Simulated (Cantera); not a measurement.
A closed system holds: 1 mol MgO, 14 mol F2, 7.2 mol O2, at 7.50 Torr.

Cantera equilibrium calculation (NASA polynomials, part measured and part estimated; ideal gas, pure solids and liquids). Candidate condensed phases: Mg, MgF2, MgO; 14 gas species. Equilibrium is a limit: real reactors are often held back by kinetics, nucleation or transport.

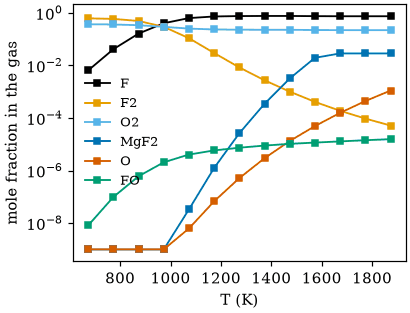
*Equilibrium gas composition (values under 1e-9 drawn at 1e-9)*

Task: Read off the mole fractions at 1673 K.

Result: F about 0.75, O2 about 0.22, MgF2 about 0.029, F2 about 0.00019, O about 0.00016, FO about 1.3e-5.
